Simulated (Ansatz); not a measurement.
# Mg2CrCd4Ga: relaxing a made-up structure, part 2 of 2

This structure for Mg2CrCd4Ga is made up. Its elements were placed in a known structure type with a cell scaled to their sizes. What cell does the guess relax to, and how far off was it?

Ansatz 0.2.0; DFT, PBEsol, plane-wave PAW, files of the set soft_1, scalar-relativistic, ferromagnetic start, cell and ions relaxed at zero pressure; PAW set soft_1 (the session's first sound run).

So far: Starting point; Relaxing cell and atoms.

## (2) Relaxing cell and atoms (continued)

Shortest distances by pair of elements, guess and relaxed (not always the same contact):

```csv
pair,guess (Å),relaxed (Å)
Cd–Ga,2.952,2.886
Cr–Ga,2.990,2.888
Cd–Mg,3.035,2.964
Cd–Cr,2.990,2.966
Cd–Cd,2.878,3.003
```

The relaxation ends with a largest force component of 0.0055 eV/Å and a pressure of 0.01 GPa.

## (3) Electronic structure of the relaxed cell

A second self-consistent run takes a narrower smearing and the mesh shown in its input; the bands follow along the standard path of the relaxed lattice.

This step: DFT, PBEsol, plane-wave PAW, files of the set soft_1, scalar-relativistic, ferromagnetic start, bands and density of states at the relaxed cell; PAW set soft_1 (Ansatz 0.2.0).

The input, input.yaml:

```yaml
crystal:
  lattice:
    - [4.835703314, 0.0, 0.0]
    - [0.0, 3.0393142265, 5.205779394]
    - [0.0, -3.0393142265, 5.205779394]
  atoms:
    - { symbol: Cd, position: [0.5, 0.6630838255, 0.1611729381] }
    - { symbol: Cd, position: [0.5, 0.1611729381, 0.6630838255] }
    - { symbol: Cd, position: [0.0, 0.8333011294, 0.3331893743] }
    - { symbol: Cd, position: [0.0, 0.3331893743, 0.8333011294] }
    - { symbol: Ga, position: [0.5, 0.6760848885, 0.6760848885] }
    - { symbol: Cr, position: [0.0, 0.827860277, 0.827860277], spin: 3.6 }
    - { symbol: Mg, position: [0.5, 0.1611675199, 0.1611675199] }
    - { symbol: Mg, position: [0.0, 0.3368400474, 0.3368400474] }
magnetization:
  spin_polarized: true
kpoints:
  mp_grid: { grid: [6, 6, 6] }
  band_path:
    path:
      - [[0.0, 0.0, 0.0], [0.0, 0.33521572, -0.33521572], [0.0, 0.0, -0.5], [-0.5, 0.0, -0.5], [-0.5, 0.33521572, -0.33521572], [-0.5, 0.0, 0.0], [0.0, 0.0, 0.0], [0.0, -0.5, -0.5], [0.0, -0.33521572, -0.66478428], [-0.5, -0.33521572, -0.66478428], [-0.5, -0.5, -0.5], [0.0, -0.5, -0.5]]
      - [[-0.5, 0.0, 0.0], [-0.5, -0.5, -0.5]]
    npoints: 6
scf:
  occupations: { method: fermi_dirac, width: 0.03 }
  n_extra_bands: 14
hamiltonian:
  xc: pbesol
  pseudopotentials: { kind: paw, azcp: { folder: soft_1 }, xc_functional: pbe }
output:
  forces: true
  stress: true
  write_bands: true
  dos: { projected: true }
  write_density: true
  write_potential: true
  elf: true
  volumetric_format: npy
```

Command:

```console
$ ansatz run input.yaml --threads 4 --pin off --max-ram 10240MiB --backend cpu --events-out ev --progress --plain --runs-dir out
```

Numbers of over 12 decimals in the logs are rounded to 6 here.

The program printed:

```text
Warning: the band count 78 (scf.n_extra_bands) hosts the net moment |M| = 3.6000 μB (N_el = 127) but caps the reachable moment at 2·n_bands − N_el = 29.0000 μB, below the 79 bands that the automatic rule leaves for it — a moment growing past the seed, or the majority channel's smearing tail, pins there with fewer empty majority states than that count leaves; raise or omit scf.n_extra_bands unless the cap is intended
[...]
Crystal: 8 atoms, lattice volume = 153.021 Å³
Basis set: ecut = 420 eV, 2951 PW (Γ), exchange–correlation on 72×90×90 points (8 copies of the dense FFT grid, shifted against one another)
Bands: 78, of which v1, the nominal top of the filled ones, is band 64 counted from 1 (63 counted from 0)
Symmetry: 4 space group operations
[...]
k-points: 52 of 216 (time reversal used)
[...]
Starting moments: Σ|m| = 3.6 μB on 1 of 8 sites
[...]
SCF iter   1: F=—  HF=-43653.446310 eV  |F-HF|=—  |Δ(HF+E_count)|=         —  Δρ=2.59e-2 (↑2.59e-2 ↓2.46e-2)  dr2=4.74e0  dr2_m=1.02e-2  M=3.487 μB ∫|m|=3.788 μB  β_m=0.30  ethr=3.10e-3  ⟨swp⟩=6.1  Hψ=27429  notcnv=0  defer=8
[...]
SCF iter  13: F=-43652.280461 eV  HF=-43652.280461 eV  |F-HF|=1.25e-9  |Δ(HF+E_count)|=   9.16e-9  Δρ=5.32e-7 (↑5.32e-7 ↓3.21e-7)  dr2=1.43e-9  dr2_m=3.43e-11  M=3.772 μB ∫|m|=4.264 μB  ethr=4.60e-11  ⟨swp⟩=11.0  Hψ=52841  notcnv=0
SCF 1 converged in 13 iterations: F = -43652.280461 eV  dr2 = 1.43e-9
[...]
NSCF: frozen V_eff on 74 k-points
SCF converged after 13 iterations
Magnetization: 3.7721 μB (65.3860 up, 61.6140 down)
Absolute magnetization: 4.2713 μB (∫|ρ↑−ρ↓|, with the PAW one-centre terms)
[...]
Per-site moments (μB) at R_I (Å): [(-0.010054, 1.190650), (-0.010054, 1.190650), (-0.014638, 1.223443), (-0.014638, 1.223443), (-0.014793, 1.190650), (3.538727, 1.191482), (0.015459, 1.224543), (-0.015592, 1.222803)]
Free energy (F): -43652.280461 eV
[...]
Internal energy: -43652.270513 eV  (E = F + TS)
E sigma→0 (E₀):  -43652.275487 eV
Entropy (-TS):   -0.009949 eV (-1.244 meV/atom)
Fermi energy:    12.720086 eV
[...]
--- Forces (eV/Å), atoms counted from 1 ---
  atom   1  Cd     0.00000000    -0.01239878     0.00134807
  atom   2  Cd     0.00000000     0.01239878     0.00134807
  atom   3  Cd     0.00000000     0.01486777     0.01112799
  atom   4  Cd     0.00000000    -0.01486777     0.01112799
  atom   5  Ga     0.00000000     0.00000000    -0.01419173
  atom   6  Cr     0.00000000    -0.00000000     0.00408678
  atom   7  Mg     0.00000000     0.00000000    -0.00212203
  atom   8  Mg     0.00000000    -0.00000000    -0.01272362
  max |Σ_I F_I| component: 1.53e-6 eV/Å
--- Stress (GPa, compression-positive) ---
       -0.256521      -0.000000      -0.000000
       -0.000000       0.432808      -0.000000
       -0.000000      -0.000000      -0.144727
  P = ⅓ Tr σ = 0.0105 GPa (0.105 kbar)
--- Band table (eV; the first three rows and the last of 104) ---
  k-point 0 ↑: bands = [... 60 lower, 10.2443, 11.1762, 11.2082, 11.7262, 12.0155, 12.1077, 12.8102, 15.7322, ... 10 higher]
  k-point 1 ↑: bands = [... 60 lower, 11.0417, 11.1389, 11.3201, 12.0699, 12.1549, 12.4349, 12.9869, 14.8829, ... 10 higher]
  k-point 2 ↑: bands = [... 60 lower, 11.1066, 11.6436, 11.6453, 12.3176, 12.7424, 13.0262, 13.8672, 13.9950, ... 10 higher]
  k-point 51 ↓: bands = [... 60 lower, 10.4682, 13.1182, 13.7874, 14.0248, 14.0365, 14.6355, 15.3110, 15.6978, ... 10 higher]
```

Elapsed: 92 s, on 4 threads of Arm Neoverse V1, shared host; peak memory 1.2 GiB.

The column dr2 measures how far the density is from self-consistency, as an energy; F and HF (Harris–Foulkes) agree once it is small.

This step gave:

```yaml
free_energy: -43652.2805 eV
energy_at_zero_smearing: -43652.2755 eV
smearing_term_ts: 0.009949 eV
fermi_energy: 12.72 eV
magnetization: 3.772 μB
absolute_magnetization: 4.271 μB
site_moments: -0.01005, -0.01005, -0.01464, -0.01464, -0.01479, 3.539, 0.01546, -0.01559 μB
pressure: 0.01052 GPa
```

From bands.tsv, the bands that come nearest the Fermi level along the path, at its corners, in eV from the Fermi level:

```tsv
point	band_63_up	band_64_up	band_65_up	band_66_up	band_60_dn	band_61_dn	band_62_dn	band_64_dn
Γ	-0.99	-0.70	-0.61	0.09	-2.36	-0.37	0.77	1.76
X	-0.12	-0.08	0.26	0.53	-0.33	0.19	0.31	0.90
S	-0.44	0.38	0.49	1.31	-0.22	0.28	0.61	1.35
R	-1.19	-0.81	-0.37	2.18	-1.97	0.88	1.27	1.37
A	-1.31	-0.08	0.92	1.04	-0.03	0.13	0.17	1.28
Z	-1.27	-1.25	-1.19	-0.07	-1.54	-1.52	-1.36	-0.11
Γ	-0.99	-0.70	-0.61	0.09	-2.36	-0.37	0.77	1.76
Y	-0.28	0.21	0.82	1.46	-0.10	-0.06	0.37	1.56
X1	-0.12	-0.08	0.26	0.53	-0.33	0.19	0.31	0.90
A1	-1.31	-0.08	0.92	1.04	-0.03	0.13	0.17	1.28
T	-1.29	-0.81	-0.68	2.34	-2.25	0.40	1.07	1.32
Y	-0.28	0.21	0.82	1.46	-0.10	-0.06	0.37	1.56
Z	-1.27	-1.25	-1.19	-0.07	-1.54	-1.52	-1.36	-0.11
T	-1.29	-0.81	-0.68	2.34	-2.25	0.40	1.07	1.32
```

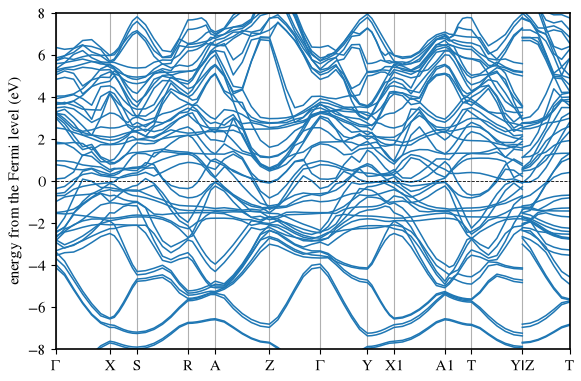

Bands along the path. 106 bands lie wholly below the window drawn.

Site moment by atom:

```
atom  site moment (μB)
 Cd1             -0.01
 Cd2             -0.01
 Cd3             -0.01
 Cd4             -0.01
 Ga5             -0.01
 Cr6              3.54
 Mg7              0.02
 Mg8             -0.02
```

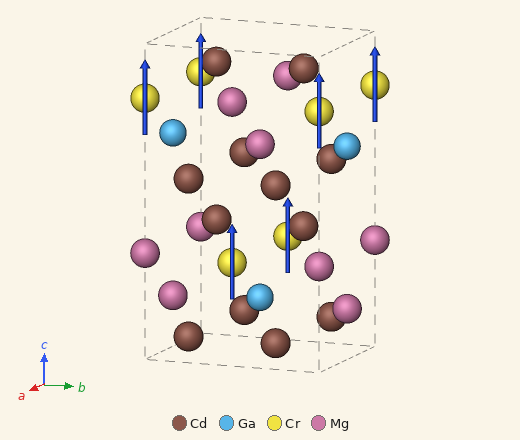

Site moment as arrows, the longest 3.54 μB. Up and down stand for the sign. Arrows give size and sign along the axis of quantisation, drawn up and down the page. Some periodic images of atoms are drawn too.

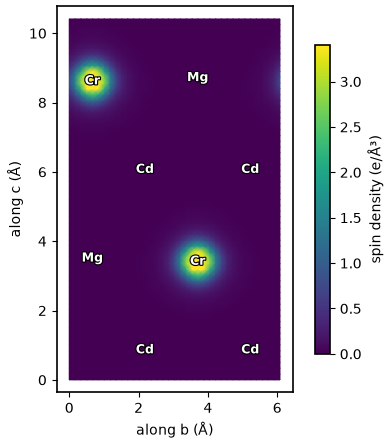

Spin density in the bc plane of the conventional cell at fractional x = 0.000, with atoms of Cd and Cr and Mg within 0.2 Å of it. The map starts off the cell's origin, so that atoms lie inside it.

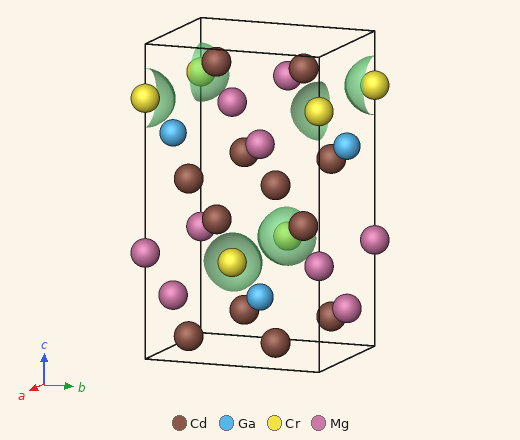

Surface of spin density = 0.18 e/Å³, which holds about 70 % of the integral of its size.

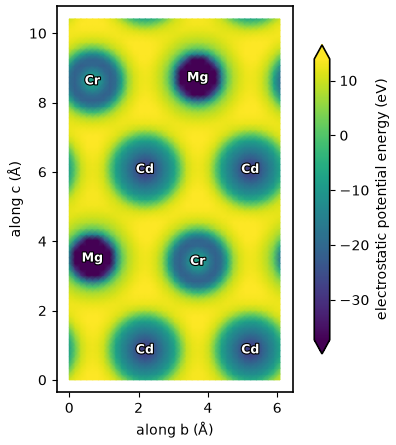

Electrostatic potential energy in the bc plane of the conventional cell at fractional x = 0.000, with atoms of Cd and Cr and Mg within 0.2 Å of it. With pseudopotentials it is smooth inside the atoms' cores, unlike the true potential. The map starts off the cell's origin, so that atoms lie inside it.

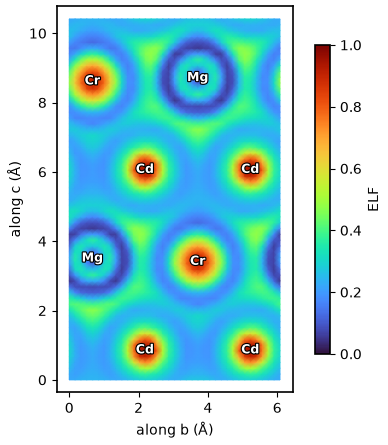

ELF in the bc plane of the conventional cell at fractional x = 0.000, with atoms of Cd and Cr and Mg within 0.2 Å of it. It is the smooth field of the valence electrons, not physical close to the nuclei. The map starts off the cell's origin, so that atoms lie inside it.

## (4) Summary of results

| Quantity | Value |
| --- | --- |
| space group, relaxed | Amm2 |
| conventional cell | a = 4.836, b = 6.079, c = 10.412 Å; α = 90.0°, β = 90.0°, γ = 90.0° |
| volume per atom | 19.13 Å³ (guess 20.58) |
| total moment | 3.83 μB in the cell of 8 atoms |

In words: Mg2CrCd4Ga relaxes to Amm2 with a = 4.836, b = 6.079 and c = 10.412 Å. The guessed volume was 8 % too large. The space group Amm2 was held in the relaxation, so the end point is a stationary structure within it and may be a saddle against distortions or other arrangements. The input starts from parallel moments, and no other start was typed. Bands cross the Fermi level, so it is a metal or semimetal at this level. On the 6×6×6 mesh with the narrower smearing (relaxed on 6×5×5) the largest force component is 0.015 eV/Å and the largest stress component is 0.433 GPa, against the relaxation's thresholds of 0.015 eV/Å and 0.05 GPa. The cutoff wasn't tested. No dispersion term is used, so weakly bound directions may come out too long. Nothing here tests whether the compound is stable against decomposition.

[Logs are printed without paths, hosts, clocks, repeated set-up lines and the standing remarks that a program may print on its own settings, such as how far it seeks lower states.]

[Hosts, paths, dates, database ids (printed as entryN), source tags and the programs' standing remarks are cut or masked in the printed files.]
